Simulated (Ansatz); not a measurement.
**PH3 (phosphine): levels of theory compared**

Wanted: a comparison of 6 runs (UHF/3-21G, PBE/3-21G, PBE0/3-21G, PBE0/6-31G, wB97X/3-21G, RPA@PBE/3-21G) of PH3 (phosphine). 

The results are computed with Ansatz 0.2.0.

60 further runs of the same task are left out: 2 that didn't finish, 58 set aside as unsound or not needed.

### Step 1. The molecule

PH3: 4 atoms, total charge 0, spin state singlet. SMILES: `P`. The H4–P1 distance was set to 2.130 Å, away from the relaxed value. At this shape a bond of the SMILES string is far longer than usual.

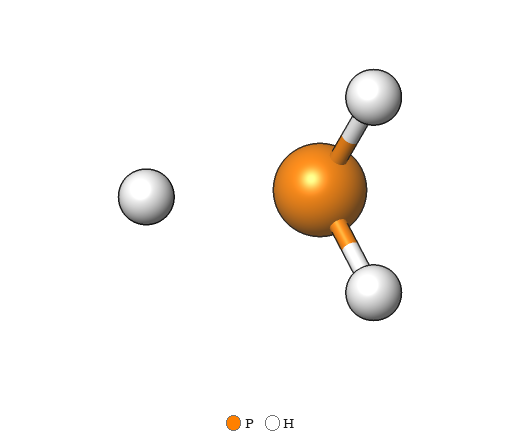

The structure, seen from a chosen angle (phosphorus orange, hydrogen white).

### Step 2. A single-point energy at UHF/3-21G (run 1)

The input, molecule.yaml:

```yaml
crystal:
  periodic: [false, false, false]
  atoms:
    - {symbol: P, position_ang: [0.504648, -1.001493, -0.180752]}
    - {symbol: H, position_ang: [0.789548, -0.708993, 1.179048]}
    - {symbol: H, position_ang: [-0.846852, -1.337993, 0.094848]}
    - {symbol: H, position_ang: [0.028700, 1.023500, -0.636900]}
basis:
  gaussian: {orbitals: 3-21G.json}
magnetization: {spin_polarized: true}
hamiltonian: {xc: hf}
accuracy: high
```

The basis set 3-21G is read from a file made from the Basis Set Exchange's data (not shown).

Command:

```bash
$ ansatz run molecule.yaml --threads 1 --pin off --max-ram 2610MiB --events-out events.jsonl --progress --plain --runs-dir runs
```

The log of the run:

```text
Warning: RAYON_NUM_THREADS=1 ignored (pool sized by the plan → 1); use --threads N
Functional definition: HF
  name "HF"
  exchange = exact_x
  correlation = 0
365 factors; integrals over basis functions are off by at most 3.0e-9 eV
mean field evaluation 1: about -9268.6490 eV, gradient 5.4e0 eV
mean field evaluation 2: about -9268.6466 eV, gradient 5.4e0 eV
mean field evaluation 4: about -9268.9692 eV, gradient 4.3e-1 eV
mean field evaluation 8: about -9268.9717 eV, gradient 5.4e-7 eV
mean field evaluation 16: about -9268.9521 eV, gradient 3.0e0 eV
mean field -9269.23937243 eV, -340.6382640208 hartree, gradient 1.3e-8 eV, S^2 0.490137; 1 other end points of the search recorded, 0 dependent functions left out
reference -9269.23937243 eV, -340.6382640208 hartree; 9, 9 occupied and 10, 10 virtual orbitals, 365 factors
Total energy: -9269.23937243 eV, -340.6382640208 hartree
```

Run time: 0.14 s. Hardware: 1 thread of Arm Neoverse V1, shared host.

### Step 3. A single-point energy at PBE/3-21G (run 2)

The input, input.yaml:

```yaml
basis:
  gaussian:
    orbitals: 3-21G.json
crystal:
  periodic: [false, false, false]
  atoms:
    - {symbol: P, position_ang: [0.504648, -1.001493, -0.180752]}
    - {symbol: H, position_ang: [0.789548, -0.708993, 1.179048]}
    - {symbol: H, position_ang: [-0.846852, -1.337993, 0.094848]}
    - {symbol: H, position_ang: [0.028700, 1.023500, -0.636900]}
hamiltonian:
  xc: pbe
accuracy: high
```

The basis set 3-21G is read from a file made from the Basis Set Exchange's data (not shown).

Command:

```bash
$ ansatz run input.yaml --threads 1 --pin off --max-ram 2610MiB --events-out events.jsonl --progress --plain --runs-dir runs
```

The log of the run:

```text
Warning: RAYON_NUM_THREADS=1 ignored (pool sized by the plan → 1); use --threads N
Functional definition: PBE
  name "PBE"
  parameter kappa = 0.804
  parameter beta = 0.06672455060314922
  exchange = pbe_x(kappa = kappa, mu = beta*pi^2/3)
  correlation = pbe_c(beta = beta)
365 factors; integrals over basis functions are off by at most 3.0e-9 eV
mean field evaluation 1: about -9282.6598 eV, gradient 8.0e0 eV
mean field evaluation 2: about -9281.7292 eV, gradient 1.5e1 eV
mean field evaluation 4: about -9282.9205 eV, gradient 7.3e-1 eV
mean field evaluation 8: about -9282.9071 eV, gradient 2.0e-3 eV
mean field evaluation 16: about -9282.9071 eV, gradient 2.8e-8 eV
mean field -9282.90705088 eV, -341.1405419394 hartree, gradient 3.2e-8 eV, S^2 0.000000; 0 other end points of the search recorded, 0 dependent functions left out
reference -9282.90705261 eV, -341.1405420031 hartree; 9, 9 occupied and 10, 10 virtual orbitals, 365 factors
Total energy: -9282.90705261 eV, -341.1405420031 hartree
```

It took 0.62 s on 1 thread of Arm Neoverse V1, shared host.

Runs 3 to 5 aren't shown in full; the table further down has their settings and results.

### Step 4. A single-point energy at RPA@PBE/3-21G (run 6)

The input, molecule.yaml:

```yaml
basis:
  gaussian:
    orbitals: 3-21G.json
crystal:
  periodic: [false, false, false]
  atoms:
    - {symbol: P, position_ang: [0.504648, -1.001493, -0.180752]}
    - {symbol: H, position_ang: [0.789548, -0.708993, 1.179048]}
    - {symbol: H, position_ang: [-0.846852, -1.337993, 0.094848]}
    - {symbol: H, position_ang: [0.028700, 1.023500, -0.636900]}
hamiltonian:
  xc: {name: PBE}
correlation:
  method: rpa
  frozen_orbitals: {H: 0, P: 5}
accuracy: high
```

The basis set 3-21G is read from a file made from the Basis Set Exchange's data (not shown).

Command:

```bash
$ ansatz run molecule.yaml --threads 1 --pin off --max-ram 2610MiB --events-out events.jsonl --progress --plain --runs-dir runs
```

The log of the run, shortened:

```text
Warning: RAYON_NUM_THREADS=1 ignored (pool sized by the plan → 1); use --threads N
[... 6 set-up lines as earlier in the session ...]
365 factors; integrals over basis functions are off by at most 3.0e-9 eV
mean field evaluation 1: about -9282.6598 eV, gradient 8.0e0 eV
mean field evaluation 2: about -9282.6407 eV, gradient 8.0e0 eV
mean field evaluation 4: about -9282.8566 eV, gradient 2.7e0 eV
mean field evaluation 8: about -9282.9070 eV, gradient 1.9e-2 eV
mean field evaluation 16: about -9282.9071 eV, gradient 5.2e-7 eV
mean field -9282.90705088 eV, -341.1405419394 hartree, gradient 1.6e-8 eV, S^2 0.000000; 0 other end points of the search recorded, 0 dependent functions left out
5 core orbitals not correlated: weight in the atoms' cores, before any rotation towards them, 1.000 or more for the frozen orbitals, at most 0.000 for the correlated occupied ones
reference -9268.66373271 eV, -340.6171096511 hartree; 4, 4 occupied and 10, 10 virtual orbitals, 365 factors
Total energy: -9273.25857683 eV, -340.7859670582 hartree
```

Run time: 0.97 s. Hardware: 1 thread of Arm Neoverse V1, shared host.

### Step 5. All runs side by side

```
run          level  frozen core orbitals  energy (Eh)  wall time
  1      UHF/3-21G                     –  -340.638264     0.14 s
  2      PBE/3-21G                     –  -341.140542     0.62 s
  3     PBE0/3-21G                     –  -341.169168     0.62 s
  4     PBE0/6-31G                     –  -342.877441     0.72 s
  5    wB97X/3-21G                     –  -341.288904      2.8 s
  6  RPA@PBE/3-21G                     5  -340.785967     0.97 s
```

### Step 6. Results

```
                               quantity          value
                    run 6: total energy  -340.78597 Eh
run 6: RPA correlation energy (valence)     -168.9 mEh
```

In words: Totals of different functionals can't be ranked against each other. Spin contamination of the reference: run 1 ⟨S²⟩ = 0.49. All runs together took 5.9 s, the longest 2.8 s.
